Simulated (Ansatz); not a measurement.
Geometry relaxation of GeClF$_{4}$

GeClF$_{4}$, multiplicity 2, computed with UKS PBE0-D4/def2-SVP (Ansatz 0.2.0).

It belongs to a series of runs on one base structure; here: end point B relaxed. Figures and captions count atoms from 1; the log counts them from 0 in places.

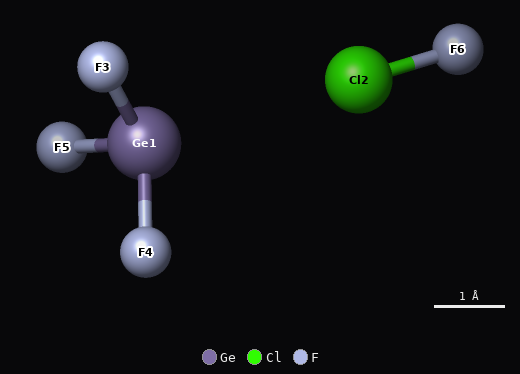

Fig. 1: The structure as given in the input (ball-and-stick view, seen at a tilt; atoms are numbered from 1 in the order of the input). Sticks mark near contacts.

## Input
```yaml
crystal:
  periodic: [false, false, false]
  atoms:
    - { symbol: Ge, position_ang: [-0.000312, 0.0, -0.234825] }
    - { symbol: Cl, position_ang: [-0.007111, 0.0, 3.181526] }
    - { symbol: F, position_ang: [1.597474, 0.0, -0.878531] }
    - { symbol: F, position_ang: [-0.79745, 1.382541, -0.883297] }
    - { symbol: F, position_ang: [-0.79745, -1.382541, -0.883297] }
    - { symbol: F, position_ang: [0.006448, 0.0, 4.760224] }
magnetization:
  spin_polarized: true
  initial_magnetization: 1
basis:
  gaussian: { orbitals: def2-SVP }
hamiltonian:
  xc: pbe0
  dispersion: d4
relax:
  f_tol: 0.03
  max_steps: 50
output:
  orbitals: {}
```

Hardware: 4 threads of Arm Neoverse V2, 24 GiB of memory available, shared host.

Command:
```bash
ansatz run input.yaml --threads 4 --pin off --max-ram 5120MiB --backend cpu --events-out ev --progress --plain --runs-dir out
```

## Log
```
The last accepted step is kept in [file] (removed where the run ends without a failure and the disk answers)
Engine: ansatz 0.2.0, aarch64-unknown-linux-gnu
Functional definition: PBE0
  parameter a = 0.25
  parameter kappa = 0.804
  parameter beta = 0.06672455060314922
  exchange = (1 - a)*pbe_x(kappa = kappa, mu = beta*pi^2/3) + a*exact_x
  correlation = pbe_c(beta = beta)
1065 factors; integrals over basis functions are off by at most 3.1e-4 eV
mean field evaluation 1: about -79860.9302 eV, gradient 3.9e1 eV
mean field evaluation 2: about -79851.0017 eV, gradient 6.9e1 eV
mean field evaluation 4: about -79866.0611 eV, gradient 9.2e-1 eV
mean field evaluation 8: about -79866.0954 eV, gradient 4.1e-2 eV
mean field evaluation 16: about -79866.0954 eV, gradient 4.7e-5 eV
mean field -79866.09536079 eV, -2935.0248693253 hartree, gradient 4.7e-5 eV, S^2 0.752319; 0 other end points of the search recorded, 0 dependent functions left out
the calculation of the forces begins
reference -79866.09538193 eV, -2935.0248701021 hartree; 43, 42 occupied and 63, 64 virtual orbitals, 1065 factors
relax step   1: F+E_penalty+E_count = -79866.19236387 eV  Δ(F+E_penalty+E_count) = +0.000e0 eV  max|allowed force component| = 2.458e0 eV/Å  Δτ_max = 0.0000 Å  (33 SCF iters, accepted)
these checks for a lower state are left out or cut short: starts, cluster_reference, orbital_swaps, neighbouring_geometries, increment
1065 factors; integrals over basis functions are off by at most 3.0e-4 eV
mean field -79866.17944120 eV, -2935.0279592233 hartree, gradient 2.0e-5 eV, S^2 0.752885; 0 other end points of the search recorded, 0 dependent functions left out
[... from here on the field's lines of each further geometry are left out, up to the last ...]
relax step   2: F+E_penalty+E_count = -79866.28152881 eV  Δ(F+E_penalty+E_count) = -8.916e-2 eV  max|allowed force component| = 1.761e0 eV/Å  Δτ_max = 0.1946 Å  (39 SCF iters, accepted)
relax step   3: F+E_penalty+E_count = -79866.38458469 eV  Δ(F+E_penalty+E_count) = -1.031e-1 eV  max|allowed force component| = 1.490e0 eV/Å  Δτ_max = 0.1953 Å  (41 SCF iters, accepted)
relax step   4: F+E_penalty+E_count = -79866.58926451 eV  Δ(F+E_penalty+E_count) = -2.047e-1 eV  max|allowed force component| = 1.950e0 eV/Å  Δτ_max = 0.1953 Å  (44 SCF iters, accepted)
relax step   5: F+E_penalty+E_count = -79867.12118750 eV  Δ(F+E_penalty+E_count) = -5.319e-1 eV  max|allowed force component| = 3.346e0 eV/Å  Δτ_max = 0.1948 Å  (51 SCF iters, accepted)
relax step   6: F+E_penalty+E_count = -79867.71751079 eV  Δ(F+E_penalty+E_count) = -5.963e-1 eV  max|allowed force component| = 1.680e0 eV/Å  Δτ_max = 0.1995 Å  (54 SCF iters, accepted)
relax step   7: F+E_penalty+E_count = -79867.92588595 eV  Δ(F+E_penalty+E_count) = -2.084e-1 eV  max|allowed force component| = 1.593e0 eV/Å  Δτ_max = 0.1978 Å  (65 SCF iters, accepted)
relax step   8: F+E_penalty+E_count = -79868.03114811 eV  Δ(F+E_penalty+E_count) = -1.053e-1 eV  max|allowed force component| = 2.605e-1 eV/Å  Δτ_max = 0.2000 Å  (108 SCF iters, accepted)
relax step   9: F+E_penalty+E_count = -79868.05637198 eV  Δ(F+E_penalty+E_count) = -2.522e-2 eV  max|allowed force component| = 2.574e-1 eV/Å  Δτ_max = 0.1993 Å  (111 SCF iters, accepted)
relax step  10: F+E_penalty+E_count = -79868.06859320 eV  Δ(F+E_penalty+E_count) = -1.222e-2 eV  max|allowed force component| = 4.784e-1 eV/Å  Δτ_max = 0.1980 Å  (109 SCF iters, accepted)
relax step  11: F+E_penalty+E_count = -79868.08151500 eV  Δ(F+E_penalty+E_count) = -1.292e-2 eV  max|allowed force component| = 3.538e-1 eV/Å  Δτ_max = 0.1127 Å  (64 SCF iters, accepted)
relax step  12: F+E_penalty+E_count = -79868.10796618 eV  Δ(F+E_penalty+E_count) = -2.645e-2 eV  max|allowed force component| = 3.174e-1 eV/Å  Δτ_max = 0.1944 Å  (59 SCF iters, accepted)
relax step  13: F+E_penalty+E_count = -79868.13425900 eV  Δ(F+E_penalty+E_count) = -2.629e-2 eV  max|allowed force component| = 1.317e-1 eV/Å  Δτ_max = 0.1950 Å  (58 SCF iters, accepted)
relax step  14: F+E_penalty+E_count = -79868.15674852 eV  Δ(F+E_penalty+E_count) = -2.249e-2 eV  max|allowed force component| = 6.494e-2 eV/Å  Δτ_max = 0.1948 Å  (106 SCF iters, accepted)
relax step  15: F+E_penalty+E_count = -79868.17836434 eV  Δ(F+E_penalty+E_count) = -2.162e-2 eV  max|allowed force component| = 8.498e-2 eV/Å  Δτ_max = 0.1977 Å  (64 SCF iters, accepted)
relax step  16: F+E_penalty+E_count = -79868.19178787 eV  Δ(F+E_penalty+E_count) = -1.342e-2 eV  max|allowed force component| = 6.050e-2 eV/Å  Δτ_max = 0.1910 Å  (61 SCF iters, accepted)
relax step  17: F+E_penalty+E_count = -79868.19143111 eV  Δ(F+E_penalty+E_count) = +3.568e-4 eV  max|allowed force component| = 6.208e-2 eV/Å  Δτ_max = 0.1141 Å  (60 SCF iters, rejected (line search))
relax step  18: F+E_penalty+E_count = -79868.19182149 eV  Δ(F+E_penalty+E_count) = -3.362e-5 eV  max|allowed force component| = 9.676e-2 eV/Å  Δτ_max = 0.0571 Å  (61 SCF iters, accepted)
the calculation of the forces begins
reference -79868.06820711 eV, -2935.0973700904 hartree; 43, 42 occupied and 63, 64 virtual orbitals, 1067 factors
relax step  19: F+E_penalty+E_count = -79868.19396217 eV  Δ(F+E_penalty+E_count) = -2.141e-3 eV  max|allowed force component| = 9.459e-3 eV/Å  Δτ_max = 0.0286 Å  (63 SCF iters, accepted)
1067 factors; integrals over basis functions are off by at most 3.6e-4 eV
mean field evaluation 256: about -79867.6270 eV, gradient 5.0e0 eV
```

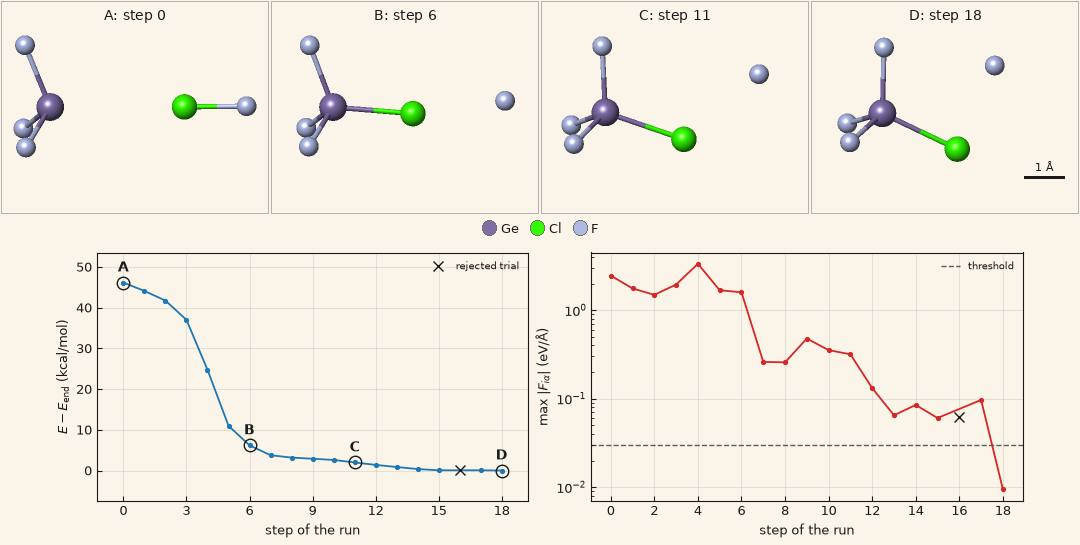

Fig. 2: Frames of the relaxation (ball-and-stick view, seen at a tilt) above the curves, on which the letters mark them (the first geometry is step 0 here and step 1 in the log).

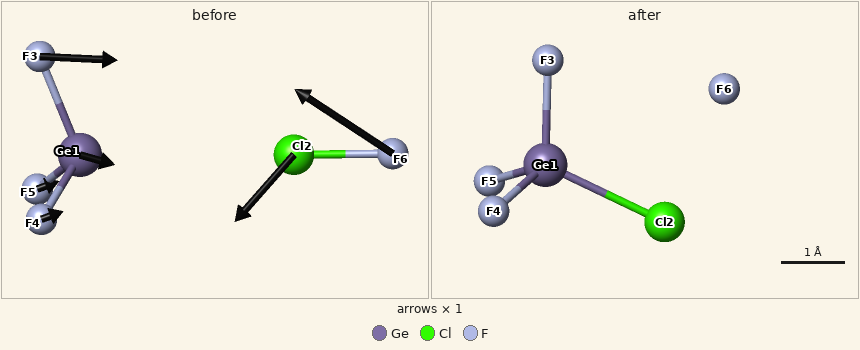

Fig. 3: Before (left) and after (right) the relaxation, at one scale (ball-and-stick view, seen at a tilt). The black arrows give the displacements, at true length. The energy falls by 46.2 kcal/mol in 18 geometry steps. Largest force component: 2.5 eV/Å at the start, 0.0095 eV/Å at the end. The line search rejected the trial step at point 16 (counted from 0) and went back. F6 moves most after the best rigid fit: 1.90 Å. Largest moves by element: F 1.90 Å, Cl 1.44 Å, Ge 0.59 Å. Among the contacts that change: Ge1–Cl2 3.416 → 2.121 Å, Cl2–F6 1.579 → 2.355 Å, Ge1–F3 1.723 → 1.697 Å. New bonds form: Ge1–Cl2 (3.42 → 2.12 Å). Bonds break: Cl2–F6 (1.58 → 2.36 Å). (Atoms are counted from 1 in the order of the input.)

```
mean field -79868.06818761 eV, -2935.0973693737 hartree, gradient 1.1e-5 eV, S^2 0.752230; 4 other end points of the search recorded, 0 dependent functions left out
the calculation of the forces begins
reference -79868.06820711 eV, -2935.0973700904 hartree; 43, 42 occupied and 63, 64 virtual orbitals, 1067 factors
Total energy: -79868.19398168 eV, -2935.1019922204 hartree
Atom 0 at    -0.130046    -0.000000     0.320303 Å, force     0.009459    -0.000000     0.005206 eV/Å
Atom 1 at    -1.182718    -0.000000     2.161464 Å, force    -0.001601     0.000000    -0.001787 eV/Å
Atom 2 at     1.560631    -0.000000     0.468760 Å, force    -0.001084    -0.000000     0.001372 eV/Å
Atom 3 at    -0.576295     1.382092    -0.568921 Å, force    -0.004467    -0.000324    -0.004027 eV/Å
Atom 4 at    -0.576295    -1.382092    -0.568922 Å, force    -0.004467     0.000324    -0.004027 eV/Å
Atom 5 at     0.906322     0.000000     3.249116 Å, force     0.002161    -0.000000     0.003263 eV/Å
Dipole moment:    -0.260049    -0.000000     0.031042 e Å
```

## Trajectory as extended XYZ (Å, eV, eV/Å), 17 of the 19 frames kept, from step=1 to step=19
```
6
Properties=species:S:1:pos:R:3:forces:R:3 step=1 energy=-79866.19236
Ge   -0.0003    0.0000   -0.2348    0.0002   0.0000   0.0736
Cl   -0.0071    0.0000    3.1815   -0.0222   0.0000  -2.4580
F     1.5975    0.0000   -0.8785    0.0485   0.0000   0.0113
F    -0.7974    1.3825   -0.8833   -0.0241   0.0429   0.0110
F    -0.7974   -1.3825   -0.8833   -0.0241  -0.0429   0.0110
F     0.0064    0.0000    4.7602    0.0218   0.0000   2.3512
6
Properties=species:S:1:pos:R:3:forces:R:3 step=2 energy=-79866.28153
Ge    0.0000    0.0000   -0.1447    0.0018   0.0000  -0.0165
Cl   -0.0126    0.0000    2.9870   -0.0269   0.0000  -1.7615
F     1.5991    0.0000   -0.7874   -0.0222   0.0000   0.0615
F    -0.7977    1.3837   -0.7923    0.0104  -0.0167   0.0599
F    -0.7977   -1.3837   -0.7923    0.0104   0.0167   0.0599
F     0.0105    0.0000    4.5917    0.0264   0.0000   1.5967
6
Properties=species:S:1:pos:R:3:forces:R:3 step=3 energy=-79866.38459
Ge    0.0003    0.0000   -0.0559    0.0110   0.0000  -0.0972
Cl   -0.0236    0.0000    2.7920   -0.0524   0.0000  -1.4905
F     1.6012    0.0000   -0.6963   -0.1280   0.0000   0.1338
F    -0.7976    1.3850   -0.7027    0.0610  -0.1031   0.1288
F    -0.7976   -1.3850   -0.7027    0.0610   0.1031   0.1288
F     0.0189    0.0000    4.4273    0.0474   0.0000   1.1962
6
Properties=species:S:1:pos:R:3:forces:R:3 step=4 energy=-79866.58927
Ge    0.0012    0.0000    0.0096    0.0618   0.0000   0.3903
Cl   -0.0584    0.0000    2.5999   -0.2186   0.0000  -1.9496
F     1.6064    0.0000   -0.6048   -0.1673   0.0000   0.1326
F    -0.7963    1.3877   -0.6177    0.0757  -0.1282   0.1250
F    -0.7963   -1.3877   -0.6177    0.0757   0.1282   0.1250
F     0.0450    0.0000    4.2926    0.1727   0.0000   1.1767
6
Properties=species:S:1:pos:R:3:forces:R:3 step=5 energy=-79867.12119
Ge    0.0060    0.0000    0.0856    0.0618   0.0000   0.7132
Cl   -0.1002    0.0000    2.4097   -0.4742   0.0000  -3.3463
F     1.5959    0.0000   -0.5475   -0.1422   0.0000   0.2509
F    -0.7864    1.3754   -0.5569    0.0815  -0.1297   0.2372
F    -0.7864   -1.3754   -0.5569    0.0815   0.1297   0.2372
F     0.0726    0.0000    4.2279    0.3916   0.0000   1.9079
6
Properties=species:S:1:pos:R:3:forces:R:3 step=7 energy=-79867.92589
Ge   -0.0027    0.0000    0.0914    0.0000   0.0000  -1.5931
Cl   -0.1791    0.0000    2.1229   -0.1600   0.0000   1.1875
F     1.5931    0.0000   -0.5048    0.0464   0.0000   0.1343
F    -0.7780    1.3718   -0.5573    0.0063   0.0569  -0.0195
F    -0.7780   -1.3718   -0.5573    0.0063  -0.0569  -0.0195
F     0.1462    0.0000    4.4669    0.1010   0.0000   0.3103
6
Properties=species:S:1:pos:R:3:forces:R:3 step=8 energy=-79868.03115
Ge   -0.0492    0.0000    0.0473    0.2525   0.0000  -0.2421
Cl   -0.3528    0.0000    2.1209   -0.0883   0.0000   0.1277
F     1.6092    0.0000   -0.3751   -0.2605   0.0000   0.1019
F    -0.7623    1.3830   -0.6494    0.0198  -0.0489  -0.0095
F    -0.7623   -1.3830   -0.6494    0.0198   0.0489  -0.0095
F     0.3191    0.0000    4.5675    0.0567   0.0000   0.0315
6
Properties=species:S:1:pos:R:3:forces:R:3 step=9 energy=-79868.05637
Ge   -0.0771    0.0000    0.0641    0.1795   0.0000  -0.1306
Cl   -0.5520    0.0000    2.1160   -0.0029   0.0000  -0.0004
F     1.6084    0.0000   -0.2298   -0.2574   0.0000   0.1125
F    -0.7317    1.3803   -0.6950    0.0307  -0.0672   0.0374
F    -0.7317   -1.3803   -0.6950    0.0307   0.0672   0.0374
F     0.4858    0.0000    4.5016    0.0194   0.0000  -0.0563
6
Properties=species:S:1:pos:R:3:forces:R:3 step=10 energy=-79868.06859
Ge   -0.0994    0.0000    0.0841    0.0900   0.0000   0.3967
Cl   -0.7125    0.0000    2.1319    0.1650   0.0000  -0.4784
F     1.6041    0.0000   -0.0802   -0.3130   0.0000   0.0761
F    -0.7033    1.3818   -0.7133    0.0348  -0.0896   0.0539
F    -0.7033   -1.3818   -0.7133    0.0348   0.0896   0.0539
F     0.6160    0.0000    4.3524   -0.0115   0.0000  -0.1021
6
Properties=species:S:1:pos:R:3:forces:R:3 step=11 energy=-79868.08151
Ge   -0.1155    0.0000    0.1029    0.1656   0.0000   0.2665
Cl   -0.7929    0.0000    2.1219    0.1376   0.0000  -0.3367
F     1.5949    0.0000    0.0152   -0.3538   0.0000   0.0384
F    -0.6867    1.3804   -0.7221    0.0405  -0.1071   0.0741
F    -0.6867   -1.3804   -0.7221    0.0405   0.1071   0.0741
F     0.6886    0.0000    4.2661   -0.0304   0.0000  -0.1163
6
Properties=species:S:1:pos:R:3:forces:R:3 step=12 energy=-79868.10797
Ge   -0.1196    0.0000    0.1480    0.1532   0.0000  -0.0229
Cl   -0.8785    0.0000    2.1249    0.0896   0.0000  -0.0971
F     1.5909    0.0000    0.1119   -0.3174   0.0000   0.0514
F    -0.6673    1.3758   -0.7013    0.0550  -0.0970   0.0940
F    -0.6673   -1.3758   -0.7013    0.0550   0.0970   0.0940
F     0.7435    0.0000    4.0796   -0.0355   0.0000  -0.1195
6
Properties=species:S:1:pos:R:3:forces:R:3 step=13 energy=-79868.13426
Ge   -0.1256    0.0000    0.1854    0.1317   0.0000  -0.0974
Cl   -0.9220    0.0000    2.1402   -0.0575   0.0000   0.0242
F     1.5789    0.0000    0.2015   -0.1256   0.0000   0.0213
F    -0.6500    1.3749   -0.6759    0.0219  -0.0495   0.0659
F    -0.6500   -1.3749   -0.6759    0.0219   0.0495   0.0659
F     0.7703    0.0000    3.8865    0.0077   0.0000  -0.0799
6
Properties=species:S:1:pos:R:3:forces:R:3 step=15 energy=-79868.17836
Ge   -0.1333    0.0000    0.2607   -0.0285   0.0000   0.0687
Cl   -1.0960    0.0000    2.1476    0.0236   0.0000  -0.0151
F     1.5608    0.0000    0.3894   -0.0080   0.0000   0.0110
F    -0.6069    1.3757   -0.6241    0.0180   0.0072   0.0102
F    -0.6069   -1.3757   -0.6241    0.0180  -0.0072   0.0102
F     0.8839    0.0000    3.5124   -0.0230   0.0000  -0.0850
6
Properties=species:S:1:pos:R:3:forces:R:3 step=16 energy=-79868.19179
Ge   -0.1333    0.0000    0.3008    0.0542   0.0000   0.0116
Cl   -1.1451    0.0000    2.1630   -0.0605   0.0000  -0.0236
F     1.5583    0.0000    0.4605   -0.0531   0.0000  -0.0269
F    -0.5884    1.3774   -0.5922    0.0141  -0.0119   0.0237
F    -0.5884   -1.3774   -0.5922    0.0141   0.0119   0.0237
F     0.8986    0.0000    3.3220    0.0312   0.0000  -0.0086
6
Properties=species:S:1:pos:R:3:forces:R:3 step=17 energy=-79868.19143 accepted=F
Ge   -0.1316    0.0000    0.3282   -0.0510   0.0000   0.0280
Cl   -1.2065    0.0000    2.1564    0.0586   0.0000   0.0266
F     1.5556    0.0000    0.5017    0.0329   0.0000  -0.0473
F    -0.5739    1.3778   -0.5687    0.0108   0.0298  -0.0101
F    -0.5739   -1.3778   -0.5687    0.0108  -0.0298  -0.0101
F     0.9319    0.0000    3.2129   -0.0621   0.0000   0.0130
6
Properties=species:S:1:pos:R:3:forces:R:3 step=18 energy=-79868.19182
Ge   -0.1184    0.0000    0.3238   -0.0968   0.0000  -0.0388
Cl   -1.1878    0.0000    2.1541    0.0485   0.0000   0.0557
F     1.5735    0.0000    0.4432    0.0236   0.0000   0.0580
F    -0.5809    1.3777   -0.5622    0.0168   0.0517  -0.0248
F    -0.5809   -1.3777   -0.5622    0.0168  -0.0517  -0.0248
F     0.8962    0.0000    3.2650   -0.0089   0.0000  -0.0253
6
Properties=species:S:1:pos:R:3:forces:R:3 step=19 energy=-79868.19396
Ge   -0.1300    0.0000    0.3203    0.0095   0.0000   0.0052
Cl   -1.1827    0.0000    2.1615   -0.0016   0.0000  -0.0018
F     1.5606    0.0000    0.4688   -0.0011   0.0000   0.0014
F    -0.5763    1.3821   -0.5689   -0.0045  -0.0003  -0.0040
F    -0.5763   -1.3821   -0.5689   -0.0045   0.0003  -0.0040
F     0.9063    0.0000    3.2491    0.0022   0.0000   0.0033
```

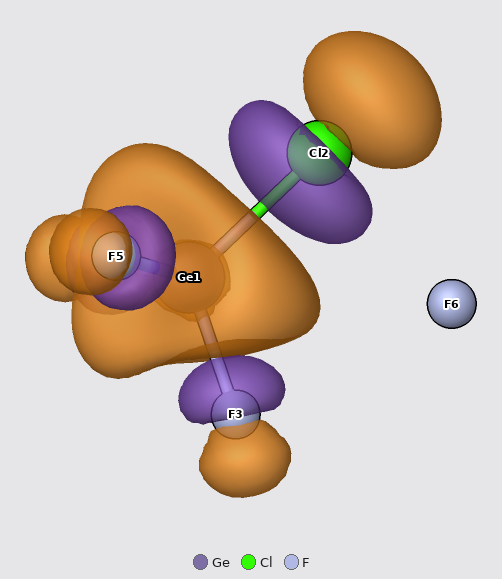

Fig. 4: The LUMO (α) at ±0.1 Å⁻³ᐟ² (orange and purple are the two phases), seen at a tilt. By Hirshfeld shares it lies mainly on Ge1 (40 %), Cl2 (25 %), F3 (10 %), F4 (10 %) and F5 (10 %). Its energy is −2.18 eV.

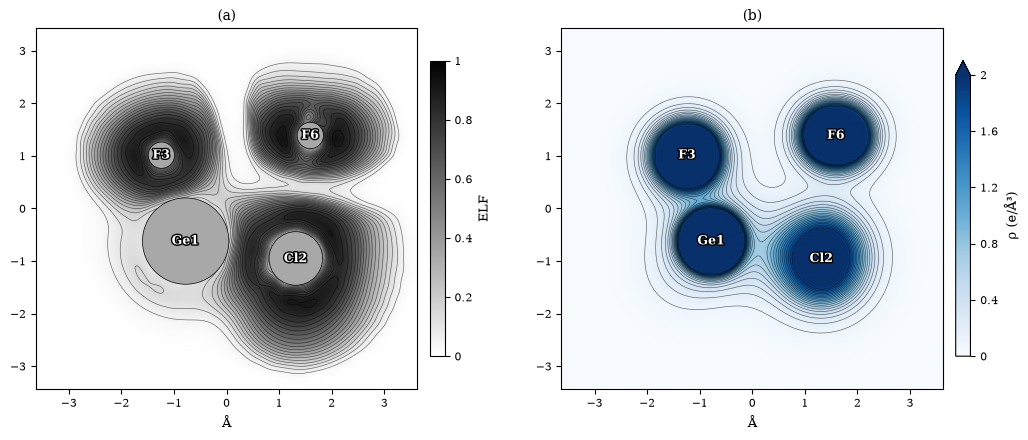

Fig. 5: (a) ELF; (b) total electron density on the plane of atoms Cl2, Ge1 and F3. Grey discs, where drawn, cover atomic cores. The section cuts through Ge, Cl and F sites. Cl2···F6 (2.36 Å): ρ at the midpoint is about 0.31 e/Å³, with its minimum of 0.26 e/Å³ about 1.3 Å from Cl; the ELF is only about 0.10 between them. Ge–F (1.70 Å): ρ at the midpoint is about 1 e/Å³; the ELF peaks at about 0.80 in the valence shell of F, 0.5 Å from its nucleus, and is about 0.25 at the midpoint. Ge–Cl (2.12 Å): ρ is about 0.79 e/Å³ halfway; the ELF peaks at about 0.85 in the valence shell of Cl, 0.8 Å from its nucleus, and is about 0.65 at the midpoint.

## Key numbers

```csv
quantity,value
outcome,converged
total energy,−79868.1940 eV
mean-field energy,−79868.0682 eV
⟨S²⟩,0.752
largest force (length of the vector) at the end,0.011 eV/Å
wall time,63 s (CPU time 4 min)
peak memory,0.43 GiB
```
